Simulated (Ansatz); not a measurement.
Run report: Si₂NH₇, single-point calculation

System: Si₂NH₇.
Method: RKS BHLYP-D4/def2-TZVPP (Ansatz 0.2.0).

The geometry comes from this level: PBE0-D4/def2-TZVP.

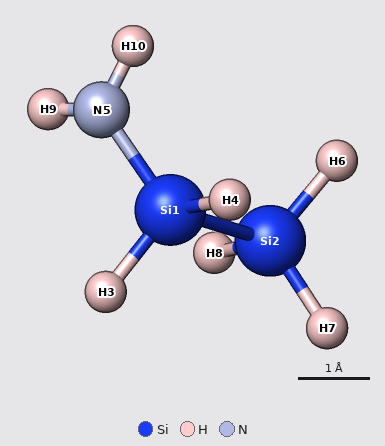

*The structure as given in the input (ball-and-stick view, seen at a tilt; atoms are numbered from 1 in the order of the input).*

Bond lengths as drawn: H–N 1.01 Å, H–Si 1.49 Å, N–Si 1.73 Å and Si–Si 2.35 Å.

Results in brief:

- outcome: converged
- total energy: −17360.3000 eV
- mean-field energy: −17360.0632 eV
- dispersion energy: −0.2368 eV
- SCF solution under orbital rotations: stable
- hardware: 4 threads of Arm Neoverse V2, 23 GiB of memory available, shared host
- wall time: 1.5 s (CPU time 5.5 s)
- peak memory: 0.57 GiB

The input:
```yaml
crystal:
  periodic: [false, false, false]
  atoms:
    - {symbol: Si, position_ang: [-0.679721, -0.226179, -0.971285]}
    - {symbol: Si, position_ang: [0.613584, -1.397807, 0.605004]}
    - {symbol: H, position_ang: [-0.619949, -0.960366, -2.264942]}
    - {symbol: H, position_ang: [-2.088003, -0.194222, -0.489627]}
    - {symbol: N, position_ang: [-0.192125, 1.403374, -1.272720]}
    - {symbol: H, position_ang: [0.584992, -0.703625, 1.923934]}
    - {symbol: H, position_ang: [0.116715, -2.788878, 0.802565]}
    - {symbol: H, position_ang: [2.035607, -1.471576, 0.163857]}
    - {symbol: H, position_ang: [0.671633, 1.570299, -1.764793]}
    - {symbol: H, position_ang: [-0.321270, 2.092795, -0.548763]}
basis:
  gaussian: {orbitals: def2-TZVPP}
hamiltonian: {xc: {name: BHLYP}, dispersion: d4}
```

Command:
```bash
ansatz run in.yaml --threads 4 --pin off --events-out ev --progress --plain --max-ram 9574MiB
```

Output:
```
Functional definition: BHLYP
  name "BHLYP"
  cite "Becke, J. Chem. Phys. 98, 1372 (1993) doi:10.1063/1.464304"
  cite "Becke, Phys. Rev. A 38, 3098 (1988) doi:10.1103/PhysRevA.38.3098"
  cite "Lee, Yang & Parr, Phys. Rev. B 37, 785 (1988) doi:10.1103/PhysRevB.37.785"
  parameter a = 0.5
  exchange = (1 - a)*b88_x + a*exact_x
  correlation = lyp_c
1202 factors; their error is unknown
mean field evaluation 1: about -17355.5242 eV, gradient 4.9e1 eV
mean field evaluation 2: about -17354.1028 eV, gradient 5.3e1 eV
mean field evaluation 4: about -17359.9554 eV, gradient 8.4e-1 eV
mean field evaluation 8: about -17360.0629 eV, gradient 2.4e-1 eV
mean field evaluation 16: about -17360.0630 eV, gradient 2.2e-5 eV
mean field -17360.06298113 eV, -637.9705474833 hartree, gradient 2.2e-5 eV, S^2 0.000000; 0 other end points of the search recorded, 0 dependent functions left out
reference -17360.06317000 eV, -637.9705544240 hartree; 21, 21 occupied and 192, 192 virtual orbitals, 1202 factors
Total energy: -17360.29998644 eV, -637.9792572677 hartree
```
